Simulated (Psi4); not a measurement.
# C2F2 (SMILES FC#CF): B2PLYP/cc-pVTZ (density fitting for correlation)

What is the vertical ionisation energy of C2F2 at B2PLYP/cc-pVTZ (density fitting for correlation)? 

The calculation is run with Psi4 1.11.

1 further run of the same task is left out (set aside as unsound or not needed).

## (1) The structure to begin with

The species is C2F2 (4 atoms), meant as a singlet with charge 0. SMILES: `FC#CF`. Geometry: relaxed at PBE0-D4/def2-TZVP.

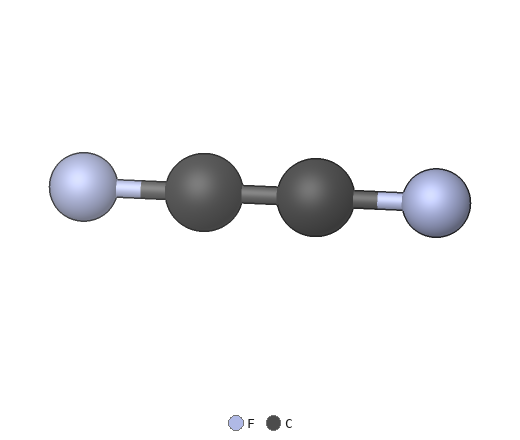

Viewed from a chosen angle; fluorine light blue, carbon dark grey.

## (2) A single-point energy at B2PLYP/cc-pVTZ (density fitting for correlation)

File job.in:

```
memory 1600 MB

molecule system {
  0 1
  F     -0.136400     0.128000     1.852800
  C     -0.033700     0.030200     0.583200
  C      0.061400    -0.060400    -0.593400
  F      0.164100    -0.158200    -1.863000
  symmetry c1
  no_reorient
  no_com
}

set basis cc-pVTZ
set puream true
set e_convergence 1e-09
set d_convergence 1e-08
set scf_type pk
set dft_radial_points 99
set dft_spherical_points 590
set num_frozen_docc 4

energy("b2plyp")
```

Started as:

```console
$ psi4 -i job.in -o job.out -n 1
```

job.out:

```text
[...]
  Running in c1 symmetry.
[...]
  Nuclear repulsion =   95.510996951943412
[...]
  Multiplicity = 1
[...]
  Nalpha       = 15
  Nbeta        = 15
[...]
    Number of basis functions: 120
[...]
   @RKS iter   1:  -275.37338515440069   -3.49344e-01   3.28369e-03 DIIS/ADIIS
[...]
   @RKS iter   9:  -275.43150465235328   -9.60654e-12   2.53830e-09 DIIS
[...]
    Orbital Energies [Eh]
    ---------------------
    Doubly Occupied:
       1A    -25.441524     2A    -25.441523     3A    -10.724165
       4A    -10.720777     5A     -1.470710     6A     -1.469132
       7A     -0.910069     8A     -0.745715     9A     -0.710664
      10A     -0.633504    11A     -0.633504    12A     -0.612908
      13A     -0.612908    14A     -0.347274    15A     -0.347274
[...]
  @RKS Final Energy:  -275.43150465235328
   => Energetics <=
    Nuclear Repulsion Energy =             95.5109969519434117
    One-Electron Energy =                -569.3226764498617740
    Two-Electron Energy =                 213.5621266247021879
    DFT Exchange-Correlation Energy =     -15.1819517791370746
    Empirical Dispersion Energy =           0.0000000000000000
    VV10 Nonlocal Energy =                  0.0000000000000000
    Total Energy =                       -275.4315046523532828
[...]
 Multipole Moments:
 ------------------------------------------------------------------------------------
     Multipole            Electronic (a.u.)      Nuclear  (a.u.)        Total (a.u.)
 ------------------------------------------------------------------------------------
 L = 1.  Multiply by 2.5417464519 to convert [e a0] to [Debye]
 Dipole X            :         -0.7851812            0.7851812           -0.0000000
 Dipole Y            :          0.8560459           -0.8560459            0.0000000
 Dipole Z            :          0.2891281           -0.2891281            0.0000000
 Magnitude           :                                                    0.0000000
[...]
```

It took 14 s on 1 thread of AMD EPYC 7R43 (Zen 3), shared host; peak memory 0.73 GiB.

## (3) The doublet cation at the same level

File input.json:

```json
{
  "schema_name": "qcschema_input",
  "schema_version": 1,
  "molecule": {
    "schema_name": "qcschema_molecule",
    "schema_version": 2,
    "symbols": ["F", "C", "C", "F"],
    "geometry": [-0.25775864, 0.24188494, 3.50128456, -0.06368377, 0.05706973, 1.10208828, 0.11602918, -0.11413946, -1.12136348, 0.31010406, -0.29895467, -3.52055977],
    "molecular_charge": 1,
    "molecular_multiplicity": 2,
    "fix_symmetry": "c1",
    "fix_com": true,
    "fix_orientation": true
  },
  "driver": "energy",
  "model": {
    "method": "b2plyp",
    "basis": "cc-pVTZ"
  },
  "keywords": {
    "reference": "uks",
    "puream": true,
    "e_convergence": 1e-09,
    "d_convergence": 1e-08,
    "scf_type": "pk",
    "dft_radial_points": 99,
    "dft_spherical_points": 590,
    "num_frozen_docc": 4,
    "maxiter": 200
  }
}
```

Started as:

```console
$ psi4 --qcschema input.json -n 1 --memory 1600MB
```

stdout:

```text
[...]
  Running in c1 symmetry.
[...]
  Nuclear repulsion =   95.510997052494560
[...]
  Multiplicity = 2
[...]
  Nalpha       = 15
  Nbeta        = 14
[...]
    Number of basis functions: 120
[...]
   @UKS iter   1:  -275.00187498301722    2.21666e-02   2.22788e-03 ADIIS/DIIS
[...]
   @UKS iter  11:  -275.03232169024415   -6.05382e-11   9.69197e-09 DIIS
[...]
   @S^2 Observed:                7.531267459E-01
[...]
    Orbital Energies [Eh]
    ---------------------
    Alpha Occupied:
       1A    -25.762440     2A    -25.762438     3A    -11.113025
       4A    -11.109501     5A     -1.778879     6A     -1.776778
       7A     -1.304904     8A     -1.047591     9A     -1.020349
      10A     -0.956128    11A     -0.938236    12A     -0.920974
      13A     -0.908366    14A     -0.723608    15A     -0.690814
    Alpha Virtual:
      16A     -0.205533    17A     -0.198180    18A     -0.171494
      19A     -0.147451    20A      0.048320    21A      0.061456
      22A      0.061826    23A      0.136729    24A      0.165873
      25A      0.175360    26A      0.244636    27A      0.298278
[...]
  @UKS Final Energy:  -275.03232169024415
   => Energetics <=
    Nuclear Repulsion Energy =             95.5109970524945595
    One-Electron Energy =                -559.6309069291860396
    Two-Electron Energy =                 204.0786176075063167
    DFT Exchange-Correlation Energy =     -14.9910294210589310
    Empirical Dispersion Energy =           0.0000000000000000
    VV10 Nonlocal Energy =                  0.0000000000000000
    Total Energy =                       -275.0323216902441459
[...]
 Multipole Moments:
 ------------------------------------------------------------------------------------
     Multipole            Electronic (a.u.)      Nuclear  (a.u.)        Total (a.u.)
 ------------------------------------------------------------------------------------
 L = 1.  Multiply by 2.5417464519 to convert [e a0] to [Debye]
 Dipole X            :         -0.7590085            0.7851812            0.0261727
 Dipole Y            :          0.8275111           -0.8560460           -0.0285349
 Dipole Z            :          0.2794905           -0.2891281           -0.0096376
 Magnitude           :                                                    0.0399015
[...]
```

The result, in JSON:

```text
{
 "driver": "energy",
 "model": {
  "method": "b2plyp",
  "basis": "cc-pVTZ"
 },
 "success": true,
 "return_result": -275.2778779705803,
 "properties": {
  "calcinfo_nbasis": 120,
  "calcinfo_nmo": 120,
  "calcinfo_nalpha": 15,
  "calcinfo_nbeta": 14,
  "calcinfo_natom": 4,
  "nuclear_repulsion_energy": 95.51099705249456,
  "return_energy": -275.2778779705803,
  "scf_one_electron_energy": -559.630906929186,
  "scf_two_electron_energy": 204.07861760750632,
  "scf_xc_energy": -14.991029421058931,
  "scf_dipole_moment": [0.02617270413827888, -0.028534863878374117, -0.009637582069264905],
  "scf_total_energy": -275.03232169024415,
  "scf_iterations": 11
 }
}
```

It took 22 s on 1 thread of AMD EPYC 7R43 (Zen 3), shared host; peak memory 0.73 GiB.

## (4) Summary of results

At B2PLYP/cc-pVTZ (density fitting for correlation), 4 core orbitals frozen:

```
                                                                quantity          value
                                              singlet C2F2: total energy  -275.68782 Eh
                         singlet C2F2: HOMO energy (SCF part's orbitals)       -9.45 eV
                         singlet C2F2: LUMO energy (SCF part's orbitals)        2.77 eV
                       singlet C2F2: HOMO–LUMO gap (SCF part's orbitals)       12.21 eV
                                            doublet cation: total energy  -275.27788 Eh
doublet cation: HOMO energy (SCF part's orbitals) (highest over α and β)      -18.49 eV
 doublet cation: LUMO energy (SCF part's orbitals) (lowest over α and β)      -12.30 eV
                                                    doublet cation: ⟨S²⟩          0.753
                      vertical ionisation energy (to the doublet cation)      11.155 eV
```

**Reading.** The vertical ionisation energy comes to 11.16 eV (1076 kJ/mol). −ε(HOMO) before ionisation, 9.45 eV, is 1.71 eV below this ionisation energy.
